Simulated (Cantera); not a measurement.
A closed system holds: 1 mol Fe(CO)5, 0.2 mol CO, 14 mol H2, held at 0.270 bar.

Equilibrium computed with Cantera from the NASA thermochemical tables; the gas is ideal and each condensed phase is pure. Candidate condensed phases: C, C6H6, C7H8, C8H18, Fe, Fe(CO)5, FeO, Fe(OH)2, Fe(OH)3, Fe2O3, Fe3O4, H2O; 114 gas species. Condensed phases not in the tables: cementite and carbon dissolved in iron. Rates play no part.

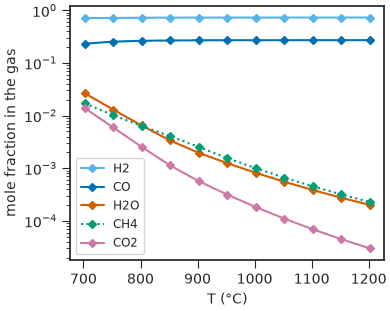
Fig. 1. Equilibrium gas composition (values under 1e-9 drawn at 1e-9)

From 702 °C to 852 °C the condensed part is C(graphite) + Fe(α). At 902 °C the condensed part is Fe(α). From 952 °C to 1202 °C the condensed part is Fe(γ).
